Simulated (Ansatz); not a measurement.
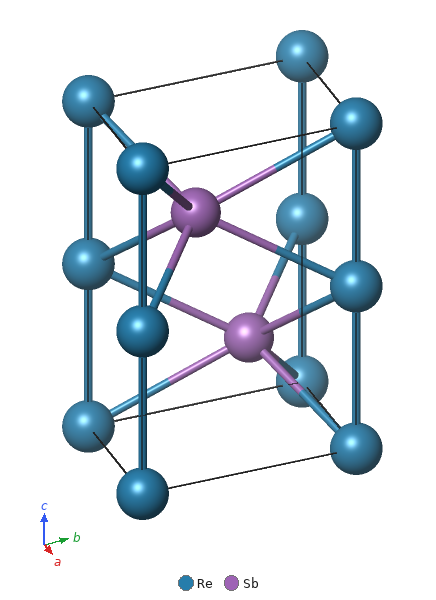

A ball-and-stick rendering, viewed slightly off an axis. The edges of the conventional unit cell are marked.

ReSb, nickel arsenide (NiAs) type, space group P6_3/mmc (No. 194), a = 4.323 Å, b = 4.323 Å, c = 5.115 Å, α = 90.00°, β = 90.00°, γ = 120.00°. Provenance: a structure type filled with these elements by a generator (whether the compound takes this form wasn't checked). Earlier steps of the study, as a rule a relaxation of our own, may have changed the cell and positions, so they can lie some per cent off the listed ones. A calculation with Ansatz used it as input.

This one geometry was computed with Ansatz (DFT, plane waves, PAW) at four levels of theory: PBE with spin-orbit coupling, PBEsol, LDA and r2SCAN.

Question: Which level gives the highest pressure at this volume, and what does that say about its equilibrium volume?

Answer: Highest: PBE with spin-orbit coupling (0.5 GPa), which points to the largest equilibrium volume. Lowest, with the smallest volume: LDA (-8.4 GPa). Levels within 0.5 GPa of each other can't be told apart.

Question: How does the band gap change with the level of theory?

Answer: All levels give a metal.

Question: Collect the results in a table.

Answer:
| level | cutoff (eV) | k-mesh of the run's cell | gap (eV) | pressure (GPa) |
| --- | --- | --- | --- | --- |
| PBE with spin-orbit coupling | 420 | 10×10×6 | metal | 0.5 |
| PBEsol | 420 | 10×10×6 | metal | -5.5 |
| LDA | 420 | 10×10×6 | metal | -8.4 |
| r2SCAN | 500 | 10×10×6 | metal | -3.0 |

Gaps are taken on the k-mesh or band path of each run.
